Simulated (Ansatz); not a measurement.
# SiP2 (singlet): the correlation ladder, cc-pVDZ

How much of the correlation energy of SiP2 (singlet) does each wave-function method recover here?

Computed with Ansatz 0.2.0, Gaussian basis. Level: cc-pVDZ, core rule «outside noble gas», up to 15 orbitals frozen.

The runs, in order: UHF; CCSD(T) on RHF; BCCD(T) on RHF; CISD; CCSDT(Q) on RHF; CASSCF and MRCISD+Q, 10 electrons in 10 orbitals; CASSCF and NEVPT2, 10 electrons in 10 orbitals.

15 further runs of the same task are left out: 4 that didn't finish, 11 set aside as unsound or not needed. Runs told in other sessions of the task aren't counted.

## 1. The system

The geometry is a PBE0/def2-TZVP stationary point (not a proven minimum).

3 atoms, charge 0, spin multiplicity 1.

Atoms are counted from 1 here; the program's logs count them from 0.

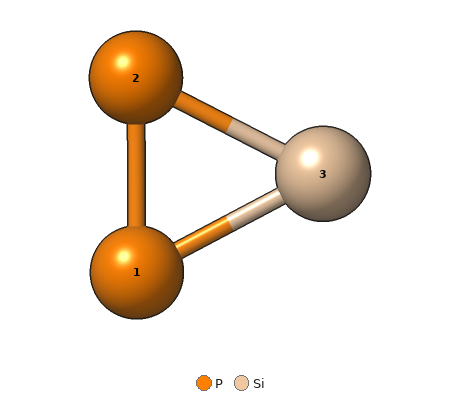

The geometry (phosphorus orange, silicon light orange); atoms are numbered from 1 in the order of the file.

In the tables R marks a restricted determinant and U an unrestricted one; 'valence' is the active space of 10 electrons in 10 orbitals; energies count from the table's Hartree-Fock row.

## 2. UHF

Input file in.yaml:

```yaml
crystal:
  periodic: [false, false, false]
  atoms:
    - {symbol: P, position_ang: [0.000000, -1.025294, 0.613145]}
    - {symbol: P, position_ang: [0.000000, 1.025294, 0.613145]}
    - {symbol: Si, position_ang: [0.000000, 0.000000, -1.352400]}
basis:
  gaussian: {orbitals: cc-pVDZ}
magnetization: {spin_polarized: true, initial_magnetization: 0}
hamiltonian: {xc: hf}
output: {orbitals: {seedname: orbitals}}
```

Run with:

```console
$ ansatz run in.yaml --threads 1 --pin off --events-out ev --progress --plain --max-ram 2393MiB
```

Log:

```text
Functional definition: HF
  name "HF"
  cite "Fock, Z. Phys. 61, 126 (1930) doi:10.1007/BF01340294"
  parent pbe
  exchange = exact_x
  correlation = 0
570 factors; integrals over basis functions are off by at most 1.2e-3 eV
mean field evaluation 1: about -26404.6612 eV, gradient 5.1e0 eV
mean field evaluation 2: about -26405.1118 eV, gradient 6.0e0 eV
mean field evaluation 4: about -26405.5709 eV, gradient 9.6e-1 eV
mean field evaluation 8: about -26405.5914 eV, gradient 6.2e-3 eV
mean field evaluation 16: about -26404.8005 eV, gradient 4.8e0 eV
mean field evaluation 32: about -26405.5905 eV, gradient 3.2e-2 eV
mean field evaluation 64: about -26403.6062 eV, gradient 5.8e0 eV
mean field evaluation 96: about -26405.5316 eV, gradient 6.3e-1 eV
mean field evaluation 128: about -26400.0238 eV, gradient 2.9e0 eV
mean field -26405.59144744 eV, -970.3875873405 hartree, gradient 5.1e-6 eV, S^2 0.000000; 2 other end points of the search recorded, 0 dependent functions left out
reference -26405.59144744 eV, -970.3875873405 hartree; 22, 22 occupied and 32, 32 virtual orbitals, 570 factors
Total energy: -26405.59144744 eV, -970.3875873405 hartree
```

Run time: 2 s. Hardware: 1 thread of Arm Neoverse V1, shared host.

From the report: ⟨S²⟩ of the determinant 0.000 (pure singlet: 0.00).

The unrestricted search falls back on the restricted solution.

## 3. CCSD(T) on RHF

Changes to in.yaml since step 2:

```diff
@@ -8,4 +8,3 @@
   gaussian: {orbitals: cc-pVDZ}
-magnetization: {spin_polarized: true, initial_magnetization: 0}
-hamiltonian: {xc: hf}
-output: {orbitals: {seedname: orbitals}}
+magnetization: {spin_polarized: false}
+correlation: {method: ccsd_t, electrons: outside_noble_gas}
```

Launched as before.

Log, shortened:

```text
Functional definition: HF
  name "HF"
  cite "Fock, Z. Phys. 61, 126 (1930) doi:10.1007/BF01340294"
  parent pbe
[...]
570 factors; integrals over basis functions are off by at most 1.2e-3 eV
[...]
mean field -26405.59144744 eV, -970.3875873405 hartree, gradient 6.2e-6 eV, S^2 0.000000; 1 other end points of the search recorded, 0 dependent functions left out
15 core orbitals not correlated: weight in the atoms' cores, before any rotation towards them, 1.000 or more for the frozen orbitals, at most 0.000 for the correlated occupied ones
reference -26405.59144744 eV, -970.3875873405 hartree; 7, 7 occupied and 32, 32 virtual orbitals, 570 factors
second order -8.18163850 eV of doubles, -0.00000000 eV of singles
cycle   1  -8.49773861 eV  change   -3.2e-1 eV  update   1.0e-1
[...]
cycle  10  -8.92235202 eV  change   -2.5e-6 eV  update   7.4e-6
perturbative correction -0.50903846 eV, -0.0187068185 hartree
Total energy: -26415.02283791 eV, -970.7341845478 hartree
```

Run time: 1.1 s. Hardware: 1 thread of Arm Neoverse V1, shared host.

From the report: correlation -9.4314 eV; T1 0.017; largest double amplitude 0.11.

## 4. BCCD(T) on RHF

Changes to in.yaml since step 3:

```diff
@@ -9,2 +9,2 @@
 magnetization: {spin_polarized: false}
-correlation: {method: ccsd_t, electrons: outside_noble_gas}
+correlation: {method: bccd_t, electrons: outside_noble_gas}
```

Same command.

Log, shortened:

```text
Functional definition: HF
  name "HF"
  cite "Fock, Z. Phys. 61, 126 (1930) doi:10.1007/BF01340294"
  parent pbe
[...]
570 factors; integrals over basis functions are off by at most 1.2e-3 eV
[...]
mean field -26405.59144744 eV, -970.3875873405 hartree, gradient 6.2e-6 eV, S^2 0.000000; 1 other end points of the search recorded, 0 dependent functions left out
15 core orbitals not correlated: weight in the atoms' cores, before any rotation towards them, 1.000 or more for the frozen orbitals, at most 0.000 for the correlated occupied ones
reference -26405.59144744 eV, -970.3875873405 hartree; 7, 7 occupied and 32, 32 virtual orbitals, 570 factors
second order -8.18163850 eV of doubles, -0.00000000 eV of singles
cycle   1  -8.51587325 eV  change   -3.3e-1 eV  update   1.0e-1
[...]
cycle  10  -8.90415847 eV  change    2.2e-6 eV  update   1.2e-5
perturbative correction -0.53119135 eV, -0.0195209222 hartree
Total energy: -26415.02679726 eV, -970.7343300509 hartree
```

Run time: 1.2 s. Hardware: 1 thread of Arm Neoverse V1, shared host.

From the report: correlation -9.4353 eV; largest double amplitude 0.11.

## 5. CISD

Changes to in.yaml since step 4:

```diff
@@ -8,3 +8,2 @@
   gaussian: {orbitals: cc-pVDZ}
-magnetization: {spin_polarized: false}
-correlation: {method: bccd_t, electrons: outside_noble_gas}
+correlation: {active_space: {ras: {orbitals: [7, 0, 32], electrons: 14, max_holes: 2, max_particles: 2}, fixed_orbitals: true}}
```

Same command.

Log:

```text
Functional definition: HF
  name "HF"
  cite "Fock, Z. Phys. 61, 126 (1930) doi:10.1007/BF01340294"
  parent pbe
  exchange = exact_x
  correlation = 0
570 factors; integrals over basis functions are off by at most 1.2e-3 eV
mean field evaluation 1: about -26404.6612 eV, gradient 7.1e0 eV
mean field evaluation 2: about -26405.1118 eV, gradient 8.5e0 eV
mean field evaluation 4: about -26405.5709 eV, gradient 1.4e0 eV
mean field evaluation 8: about -26405.5914 eV, gradient 2.3e-4 eV
mean field evaluation 16: about -26398.6072 eV, gradient 3.4e-1 eV
mean field -26405.59144744 eV, -970.3875873405 hartree, gradient 6.2e-6 eV, S^2 0.000000; 1 other end points of the search recorded, 0 dependent functions left out
reference -26405.59144744 eV, -970.3875873405 hartree; 22, 22 occupied and 32, 32 virtual orbitals, 570 factors
state -26413.35544172 eV, -970.6729088680 hartree
Total energy: -26413.35544172 eV, -970.6729088680 hartree
```

It took 1.7 s on 1 thread of Arm Neoverse V1, shared host.

From the report: 18,697 determinants.

## 6. CCSDT(Q) on RHF

Changes to in.yaml since step 5:

```diff
@@ -8,2 +8,3 @@
   gaussian: {orbitals: cc-pVDZ}
-correlation: {active_space: {ras: {orbitals: [7, 0, 32], electrons: 14, max_holes: 2, max_particles: 2}, fixed_orbitals: true}}
+magnetization: {spin_polarized: false}
+correlation: {method: ccsdt_q, electrons: outside_noble_gas}
```

Same command.

Log, shortened:

```text
Functional definition: HF
  name "HF"
  cite "Fock, Z. Phys. 61, 126 (1930) doi:10.1007/BF01340294"
  parent pbe
[...]
1049 factors; integrals over basis functions are off by at most 1.4e-7 eV
[...]
mean field -26405.59153060 eV, -970.3875903968 hartree, gradient 6.2e-6 eV, S^2 0.000000; 1 other end points of the search recorded, 0 dependent functions left out
15 core orbitals not correlated: weight in the atoms' cores, before any rotation towards them, 1.000 or more for the frozen orbitals, at most 0.000 for the correlated occupied ones
reference -26405.59153060 eV, -970.3875903968 hartree; 7, 7 occupied and 32, 32 virtual orbitals, 1049 factors
second order -8.18169449 eV of doubles, -0.00000000 eV of singles
cycle   1  -8.49775473 eV  change   -3.2e-1 eV  update   1.3e-1
[...]
cycle  16  -9.44852373 eV  change   -8.4e-7 eV  update   8.3e-7
perturbative correction -0.05616658 eV, -0.0020640837 hartree
Total energy: -26415.09622091 eV, -970.7368813231 hartree
```

Wall time 9.5 s (1 thread of Arm Neoverse V1, shared host); peak memory 0.26 GiB.

From the report: correlation -9.5047 eV; T1 0.018; largest double amplitude 0.13.

## 7. CASSCF and MRCISD+Q, 10 electrons in 10 orbitals

Changes to in.yaml since step 6:

```diff
@@ -8,3 +8,2 @@
   gaussian: {orbitals: cc-pVDZ}
-magnetization: {spin_polarized: false}
-correlation: {method: ccsdt_q, electrons: outside_noble_gas}
+correlation: {method: fic_mrcisd_q, electrons: outside_noble_gas, active_space: {window: {electrons: 10, orbitals: 10}, shells: [{species: P, l: p, shell: 3}, {species: Si, l: s, shell: 3}, {species: Si, l: p, shell: 3}]}}
```

Same command.

Log, shortened:

```text
Functional definition: HF
  name "HF"
  cite "Fock, Z. Phys. 61, 126 (1930) doi:10.1007/BF01340294"
  parent pbe
[...]
1049 factors; integrals over basis functions are off by at most 1.4e-7 eV
[...]
mean field -26405.59153060 eV, -970.3875903968 hartree, gradient 6.2e-6 eV, S^2 0.000000; 1 other end points of the search recorded, 0 dependent functions left out
reference -26405.59153060 eV, -970.3875903968 hartree; 22, 22 occupied and 32, 32 virtual orbitals, 1049 factors
state -26408.25381002 eV, -970.4854273608 hartree
contracted CI cycle   1: correlation 0.00000000 eV, 0.0000000000 hartree, residual 1.75e1 eV
contracted CI cycle   2: correlation -5.68070687 eV, -0.2087621268 hartree, residual 3.87e0 eV
contracted CI cycle   3: correlation -5.96721129 eV, -0.2192909701 hartree, residual 9.74e-1 eV
contracted CI cycle   4: correlation -5.98603625 eV, -0.2199827745 hartree, residual 3.01e-1 eV
contracted CI cycle   5: correlation -5.98780773 eV, -0.2200478752 hartree, residual 9.27e-2 eV
contracted CI cycle   6: correlation -5.98796968 eV, -0.2200538271 hartree, residual 2.68e-2 eV
contracted CI cycle   7: correlation -5.98798340 eV, -0.2200543313 hartree, residual 8.12e-3 eV
contracted CI cycle   8: correlation -5.98798471 eV, -0.2200543793 hartree, residual 2.85e-3 eV
contracted CI cycle   9: correlation -5.98798488 eV, -0.2200543854 hartree, residual 1.06e-3 eV
state -26408.25381002 eV, -970.4854273608 hartree; corrected -26415.00520856 eV, -970.7335366809 hartree
Total energy: -26415.00520856 eV, -970.7335366809 hartree
Checks for a lower state left out: starts, orbital_swaps
```

Wall time 15 s (1 thread of Arm Neoverse V1, shared host); peak memory 0.58 GiB.

From the report: 15,912 determinants; active occupations 1.98, 1.97, 1.96, 1.93, 1.92, 0.07, 0.06, 0.05, 0.03, 0.03.

## 8. CASSCF and NEVPT2, 10 electrons in 10 orbitals

Input file in.yaml:

```yaml
crystal:
  periodic: [false, false, false]
  atoms:
    - {symbol: P, position_ang: [0.000000, -1.025294, 0.613145]}
    - {symbol: P, position_ang: [0.000000, 1.025294, 0.613145]}
    - {symbol: Si, position_ang: [0.000000, 0.000000, -1.352400]}
basis:
  gaussian: {orbitals: cc-pVDZ}
correlation: {method: sc_nevpt2, electrons: outside_noble_gas, active_space: {window: {electrons: 10, orbitals: 10}, shells: [{species: P, l: p, shell: 3}, {species: Si, l: s, shell: 3}, {species: Si, l: p, shell: 3}]}}
```

The command is unchanged.

Log:

```text
Functional definition: HF
  name "HF"
  cite "Fock, Z. Phys. 61, 126 (1930) doi:10.1007/BF01340294"
  parent pbe
  exchange = exact_x
  correlation = 0
1049 factors; integrals over basis functions are off by at most 1.4e-7 eV
mean field evaluation 1: about -26404.6585 eV, gradient 7.2e0 eV
mean field evaluation 2: about -26405.1114 eV, gradient 8.5e0 eV
mean field evaluation 4: about -26405.5711 eV, gradient 1.4e0 eV
mean field evaluation 8: about -26405.5915 eV, gradient 2.3e-4 eV
mean field evaluation 16: about -26398.6044 eV, gradient 3.4e-1 eV
mean field -26405.59153060 eV, -970.3875903968 hartree, gradient 6.2e-6 eV, S^2 0.000000; 1 other end points of the search recorded, 0 dependent functions left out
reference -26405.59153060 eV, -970.3875903968 hartree; 22, 22 occupied and 32, 32 virtual orbitals, 1049 factors
state -26408.25381002 eV, -970.4854273608 hartree
state -26408.25381002 eV, -970.4854273608 hartree; corrected -26413.81419323 eV, -970.6897676748 hartree
Total energy: -26413.81419323 eV, -970.6897676748 hartree
Checks for a lower state left out: starts, orbital_swaps
```

It took 11 s on 1 thread of Arm Neoverse V1, shared host.

From the report: 15,912 determinants; active occupations 1.98, 1.97, 1.96, 1.93, 1.92, 0.07, 0.06, 0.05, 0.03, 0.03.

## 9. Natural occupations

Natural occupations of the CASSCF valence state about the gap (report; correlated orbitals 1 to 10): 1.982, 1.967, 1.961, 1.928, 1.922, 0.071, 0.062, 0.051, 0.030, 0.026. The count of effectively unpaired electrons, Σ n²(2 − n)², is 0.10; a single determinant of this spin has 0.

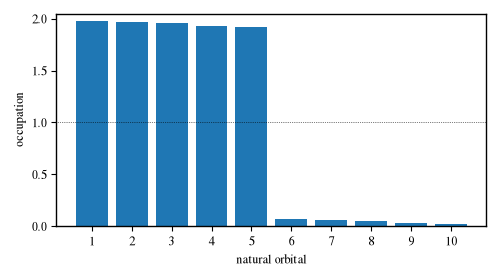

Natural occupations of the CASSCF valence state.

## 10. All levels against the top one

No level here is safe as a reference; RCCSDT(Q) serves as a yardstick only. Rows without a time are mean-field rows or come out of runs for another level: lower rungs of the coupled-cluster runs, CASSCF and MRCISD of the multireference runs, or the Hartree-Fock search.

Differences are taken before rounding.

| method | energy from the lowest RHF (meV) | from RCCSDT(Q) (meV) | time |
| --- | --- | --- | --- |
| RHF | 0.0 | +9504.8 |  |
| RMP2 | -8181.6 | +1323.1 |  |
| CISD | -7764.0 | +1740.8 | 1.7 s |
| RCCSD | -8922.4 | +582.4 |  |
| RCCSD(T) | -9431.4 | +73.4 | 1.1 s |
| BCCD(T) | -9435.3 | +69.4 | 1.2 s |
| RCCSDT | -9448.6 | +56.2 |  |
| RCCSDT(Q) | -9504.8 | 0 | 9.5 s |
| CASSCF valence | -2662.4 | +6842.4 |  |
| NEVPT2 valence | -8222.7 | +1282.0 | 11 s |
| MRCISD valence | -8650.3 | +854.4 |  |
| MRCISD+Q valence | -9413.8 | +91.0 | 15 s |

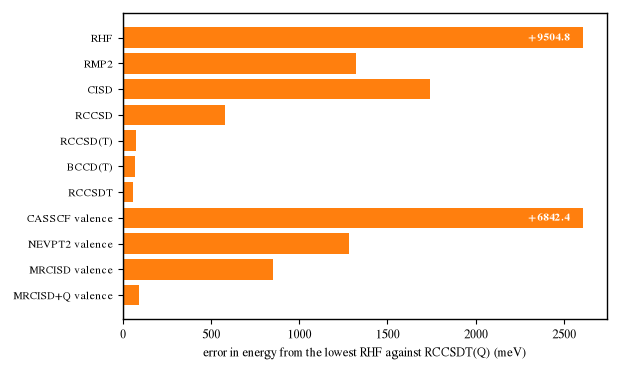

Error of each method against RCCSDT(Q). Bars with a number in them are cut short.

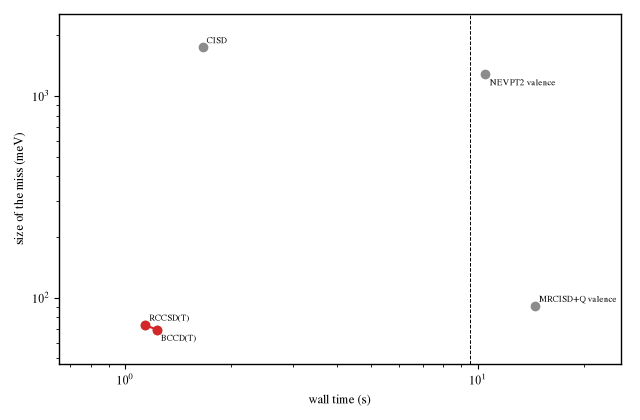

Accuracy for the time spent; red marks the levels that beat every quicker one drawn (of those quicker than the yardstick), and the dashed line is the time of RCCSDT(Q). Times are from a shared host.

With the free atoms at the same levels and basis (separate runs), the atomisation energy is 6.476 eV at RCCSDT(Q), 6.434 eV at RCCSD(T), 3.249 eV at RHF.

## 11. Results

| quantity | value |
| --- | --- |
| RCCSDT(Q) from the RHF energy | -9.5048 eV |
| RMP2 from RCCSDT(Q) | +1323.1 meV |
| RCCSD from RCCSDT(Q) | +582.4 meV |
| RCCSD(T) from RCCSDT(Q) | +73.4 meV |
| NEVPT2 valence from RCCSDT(Q) | +1282.0 meV |
| MRCISD+Q valence from RCCSDT(Q) | +91.0 meV |
| T1 diagnostic | 0.017 |
| effectively unpaired electrons | 0.10 |

What this shows: RCCSD(T) misses by +73.4 meV, 0.8 % of the correlation energy. One determinant dominates.
